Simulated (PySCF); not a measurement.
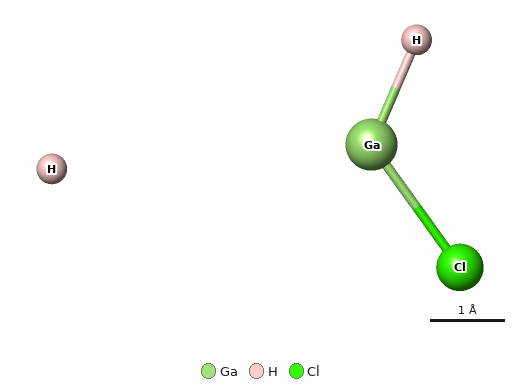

The structure as given in the input (ball-and-stick view, seen on its broad side). Sticks mark near contacts. Bond lengths as drawn: Cl–Ga 2.07 Å and Ga–H 1.56 Å.

GaH₂Cl: single-point calculation

GaH₂Cl, computed with wB97X-V/STO-3G, RKS (PySCF 2.14.0).

A bond length was changed on purpose from its optimised value.

**What the program printed**
```
PySCF version 2.14.0

[INPUT] num. atoms = 4
[INPUT] num. electrons = 50
[INPUT] charge = 0
[INPUT] spin (= nelec alpha-beta = 2S) = 0
[INPUT] symmetry False subgroup None
[INPUT] Mole.unit = angstrom
[INPUT] Symbol           X                Y                Z      unit          X                Y                Z       unit  Magmom
[INPUT]  1 Ga     1.377527000000  -2.390361000000   0.033527000000 AA    2.603148759194  -4.517127628841   0.063356847778 Bohr   0.0
[INPUT]  2 H      2.941687000000  -2.383841000000   0.046247000000 AA    5.558982774193  -4.504806614509   0.087394164083 Bohr   0.0
[INPUT]  3 H     -0.675260000000   1.478330000000  -0.019590000000 AA   -1.276056462874   2.793638821728  -0.037019734780 Bohr   0.0
[INPUT]  4 Cl     0.315017000000  -4.165221000000   0.042257000000 AA    0.595295854582  -7.871126938287   0.079854156846 Bohr   0.0

nuclear repulsion = 153.550821059037
number of shells = 15
number of NR pGTOs = 87
number of NR cGTOs = 29
basis = sto-3g
ecp = {}

******** <class 'pyscf.dft.rks.RKS'> ********
method = RKS
initial guess = minao
damping factor = 0
level_shift factor = 0
DIIS = <class 'pyscf.scf.diis.CDIIS'>
diis_start_cycle = 1
diis_space = 8
diis_damp = 0
SCF conv_tol = 1e-10
SCF conv_tol_grad = None
SCF max_cycles = 50
direct_scf = True
direct_scf_tol = 1e-13
XC library pyscf.dft.libxc version 7.0.0
    S. Lehtola, C. Steigemann, M. J.T. Oliveira, and M. A.L. Marques.,  SoftwareX 7, 1–5 (2018)
XC functionals = wb97x-v
    N. Mardirossian and M. Head-Gordon.,  Phys. Chem. Chem. Phys. 16, 9904-9924 (2014)
radial grids:
    Treutler-Ahlrichs [JCP 102, 346 (1995); DOI:10.1063/1.469408] (M4) radial grids

becke partition: Becke, JCP 88, 2547 (1988); DOI:10.1063/1.454033
pruning grids: <function nwchem_prune>
grids dens level: 5
symmetrized grids: False
atomic radii adjust function: <function treutler_atomic_radii_adjust>
** Following is NLC and NLC Grids **
NLC functional = wb97x-v
radial grids:
    Treutler-Ahlrichs [JCP 102, 346 (1995); DOI:10.1063/1.469408] (M4) radial grids

becke partition: Becke, JCP 88, 2547 (1988); DOI:10.1063/1.454033
pruning grids: <function nwchem_prune>
grids dens level: 1
symmetrized grids: False
atomic radii adjust function: <function treutler_atomic_radii_adjust>
small_rho_cutoff = 0
Set gradient conv threshold to 1e-05
Initial guess from minao.
tot grids = 135408
tot grids = 18680
init E= -2355.6467607236
  HOMO = -0.383519566680646  LUMO = -0.260316886388615  gap/eV = 3.35252
cycle= 1 E= -2357.68027509659  delta_E= -2.03  |g|= 0.387  |ddm|= 2.39
  HOMO = 0.497503575487433  LUMO = 0.50440972299355  gap/eV = 0.18793
cycle= 2 E= -2346.9124421301  delta_E= 10.8  |g|= 5.91  |ddm|= 5.95
  HOMO = 0.247767709329867  LUMO = 0.250291031307167  gap/eV = 0.06866
cycle= 3 E= -2355.53214959731  delta_E= -8.62  |g|= 2.63  |ddm|= 4.12
  HOMO = 0.175601856645552  LUMO = 0.202601135642271  gap/eV = 0.73469
cycle= 4 E= -2356.20910567757  delta_E= -0.677  |g|= 1.87  |ddm|= 0.763
  HOMO = -0.0112417605364743  LUMO = 0.0669232638596796  gap/eV = 2.12698
cycle= 5 E= -2356.66476170113  delta_E= -0.456  |g|= 1.23  |ddm|= 0.799
  HOMO = -0.110831711991193  LUMO = -0.0328008345608712  gap/eV = 2.12333
cycle= 6 E= -2356.84146573242  delta_E= -0.177  |g|= 0.999  |ddm|= 0.451
  HOMO = -0.134067314350012  LUMO = -0.0681478985949441  gap/eV = 1.79376
cycle= 7 E= -2356.84778390402  delta_E= -0.00632  |g|= 0.916  |ddm|= 0.233
  HOMO = -0.129748914040397  LUMO = -0.05950856079717  gap/eV = 1.91134
cycle= 8 E= -2356.83950713427  delta_E= 0.00828  |g|= 0.93  |ddm|= 0.0375
  HOMO = -0.136013221703914  LUMO = -0.0723265334283439  gap/eV = 1.73300
cycle= 9 E= -2356.86311458163  delta_E= -0.0236  |g|= 0.915  |ddm|= 0.146
  HOMO = -0.499764697850904  LUMO = -0.257413811865343  gap/eV = 6.59470
cycle= 10 E= -2357.43308399509  delta_E= -0.57  |g|= 0.764  |ddm|= 3.13
  HOMO = -0.277366045529738  LUMO = -0.00993403584369257  gap/eV = 7.27720
[... cycles 11 to 40 left out ...]
cycle= 41 E= -2358.15173475124  delta_E= -0.00086  |g|= 0.077  |ddm|= 0.435
  HOMO = -0.150382288281223  LUMO = -0.011498820383511  gap/eV = 3.77921
cycle= 42 E= -2358.15299021465  delta_E= -0.00126  |g|= 0.0654  |ddm|= 0.124
  HOMO = -0.151517994099612  LUMO = -0.0138524767287029  gap/eV = 3.74607
cycle= 43 E= -2358.15469374242  delta_E= -0.0017  |g|= 0.0333  |ddm|= 0.135
  HOMO = -0.154069778338042  LUMO = -0.0200402524178733  gap/eV = 3.64713
cycle= 44 E= -2358.15492681096  delta_E= -0.000233  |g|= 0.0323  |ddm|= 0.135
  HOMO = -0.15313606556183  LUMO = -0.0180181081737738  gap/eV = 3.67675
cycle= 45 E= -2358.155322088  delta_E= -0.000395  |g|= 0.0108  |ddm|= 0.0322
  HOMO = -0.152484483963045  LUMO = -0.0168546937688875  gap/eV = 3.69067
cycle= 46 E= -2358.15540663558  delta_E= -8.45e-05  |g|= 0.00646  |ddm|= 0.0594
  HOMO = -0.152963873356246  LUMO = -0.0184253322335198  gap/eV = 3.66098
cycle= 47 E= -2358.15539754902  delta_E= 9.09e-06  |g|= 0.0107  |ddm|= 0.0363
  HOMO = -0.152569381605304  LUMO = -0.01747630400589  gap/eV = 3.67607
cycle= 48 E= -2358.15545531455  delta_E= -5.78e-05  |g|= 0.00124  |ddm|= 0.0218
  HOMO = -0.152525405378609  LUMO = -0.0174519334079691  gap/eV = 3.67554
cycle= 49 E= -2358.15547549336  delta_E= -2.02e-05  |g|= 0.000964  |ddm|= 0.0339
  HOMO = -0.152317610331624  LUMO = -0.0171436242263038  gap/eV = 3.67827
cycle= 50 E= -2358.15548480657  delta_E= -9.31e-06  |g|= 0.000581  |ddm|= 0.0329
```

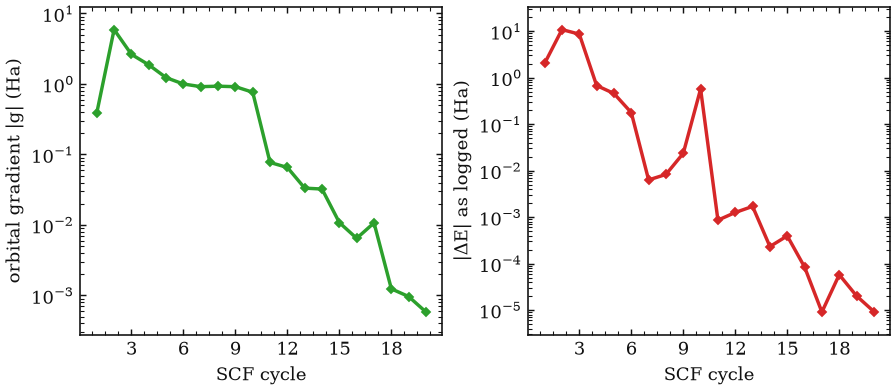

Convergence of the self-consistent field: orbital gradient |g| and size of the energy change against the SCF cycle. All cycles printed in the log are drawn one after another.

```
SCF not converged.
SCF energy = -2358.15548480657

******** <class 'pyscf.soscf.newton_ah.SecondOrderRKS'> ********
method = SecondOrderRKS
initial guess = minao
damping factor = 0
level_shift factor = 0
DIIS = <class 'pyscf.scf.diis.CDIIS'>
diis_start_cycle = 1
diis_space = 8
diis_damp = 0
SCF conv_tol = 1e-10
SCF conv_tol_grad = None
SCF max_cycles = 50
direct_scf = True
direct_scf_tol = 1e-13
XC library pyscf.dft.libxc version 7.0.0
    S. Lehtola, C. Steigemann, M. J.T. Oliveira, and M. A.L. Marques.,  SoftwareX 7, 1–5 (2018)
XC functionals = wb97x-v
    N. Mardirossian and M. Head-Gordon.,  Phys. Chem. Chem. Phys. 16, 9904-9924 (2014)
radial grids:
    Treutler-Ahlrichs [JCP 102, 346 (1995); DOI:10.1063/1.469408] (M4) radial grids

becke partition: Becke, JCP 88, 2547 (1988); DOI:10.1063/1.454033
pruning grids: <function nwchem_prune>
grids dens level: 5
symmetrized grids: False
atomic radii adjust function: <function treutler_atomic_radii_adjust>
** Following is NLC and NLC Grids **
NLC functional = wb97x-v
radial grids:
    Treutler-Ahlrichs [JCP 102, 346 (1995); DOI:10.1063/1.469408] (M4) radial grids

becke partition: Becke, JCP 88, 2547 (1988); DOI:10.1063/1.454033
pruning grids: <function nwchem_prune>
grids dens level: 1
symmetrized grids: False
atomic radii adjust function: <function treutler_atomic_radii_adjust>
small_rho_cutoff = 0
******** <class 'pyscf.dft.rks.RKS'> Newton solver flags ********
SCF tol = 1e-10
conv_tol_grad = None
max. SCF cycles = 50
direct_scf = True
direct_scf_tol = 1e-13
max_cycle_inner = 12
max_stepsize = 0.05
ah_start_tol = 1e+09
ah_level_shift = 0
ah_conv_tol = 1e-12
ah_lindep = 1e-14
ah_start_cycle = 1
ah_max_cycle = 40
ah_grad_trust_region = 2.5
kf_interval = 4
kf_trust_region = 5
canonicalization = True
Set conv_tol_grad to 1e-05
  HOMO = -0.152393259982709  LUMO = -0.0172708486447109  gap/eV = 3.67687
Initial guess E= -2358.15548480657  |g|= 0.000580658

WARN: NLC contribution in gen_response is NOT included

macro= 0  E= -2358.15548701096  delta_E= -2.20439e-06  |g|= 9.6453e-06  3 KF 16 JK

WARN: NLC contribution in gen_response is NOT included

macro= 1  E= -2358.15548701096  delta_E= 9.09495e-13  |g|= 2.20541e-06  1 KF 2 JK
Canonicalize SCF orbitals
macro X = 2  E=-2358.15548701096  |g|= 2.20541e-06  total 5 KF 21 JK
converged SCF energy = -2358.15548701096
Final energy -2358.1554870109567
```

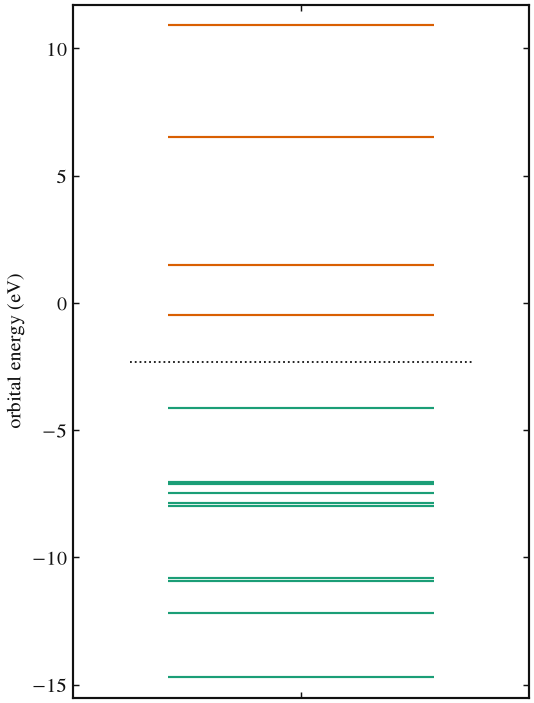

Orbital energies near the frontier; the dotted line parts filled from empty levels, and levels within 0.02 eV of each other stand side by side. Highest filled −4.14 eV, lowest empty −0.47 eV, 3.67 eV apart.

This output came from the following input.

**Input file (job.py)**
```python
from pyscf import gto, dft

mol = gto.M(
    atom='''
Ga   1.377527  -2.390361   0.033527
H    2.941687  -2.383841   0.046247
H   -0.675260   1.478330  -0.019590
Cl   0.315017  -4.165221   0.042257
''',
    basis='sto-3g',
    verbose=4,
    max_memory=1860,
)

calc0 = dft.RKS(mol)
calc0.xc = 'wb97x-v'
calc0.grids.level = 5
calc0.conv_tol = 1e-10
calc0.nlcgrids.level = 1
calc0.kernel()
if not calc0.converged:
    calc0 = calc0.newton().run(calc0.mo_coeff, calc0.mo_occ)

e_final = calc0.e_tot
print('Final energy', e_final)
```

Launched with:
```bash
OMP_NUM_THREADS=1 python job.py
```

**Key numbers**

| quantity | value |
| --- | --- |
| outcome | converged |
| total energy | −2358.155487 hartree |
| basis functions | 29 |
| HOMO | −4.14 eV |
| LUMO | −0.47 eV |
| dipole moment | 1.82 D |
| hardware | 1 thread of Arm Neoverse V1, 24 GiB of memory available, shared host |
| wall time | 84 s |
| peak memory | 0.27 GiB |
